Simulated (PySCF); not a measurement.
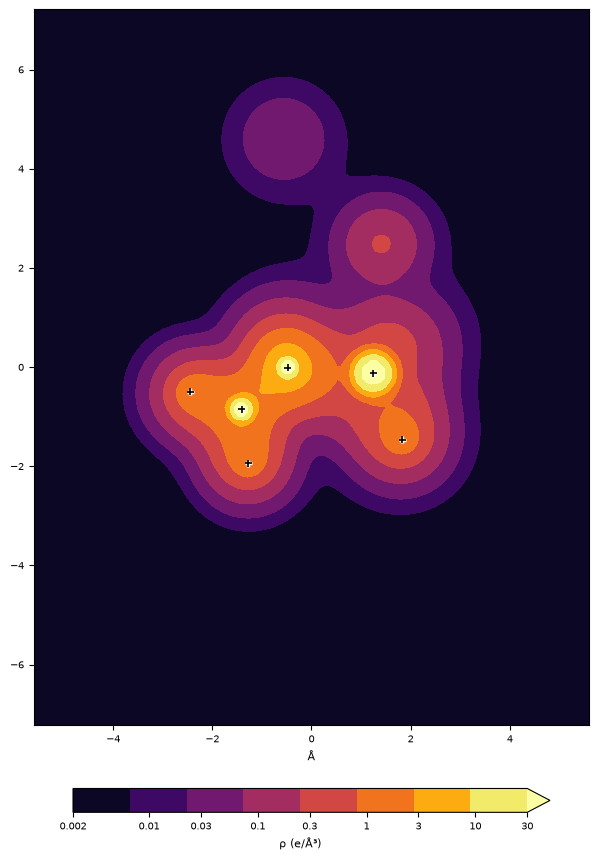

The electron density on a plane through atoms (crosses mark nuclei in the plane).

The calculation used PBE0/pcSseg-1, SCF density, gas phase, non-relativistic (PySCF).

Candidates:
A. C3H14N2Si3 (SMILES C=N[SiH2]N([SiH3])CC[SiH3])
B. C4H11BO2Si (SMILES O=C[C@H]1C[BH2-][O+]([SiH3])C1)
C. C6H13BO2

### Which system is this?

Candidate A: C3H14N2Si3 on the plane of atoms N2, C1 and H10, which holds C, N, Si and H. C–N (1.25 Å): the density is about 2.9 e/Å³ at the midpoint. Si–N (1.73 Å): ρ at the midpoint is about 1.1 e/Å³.
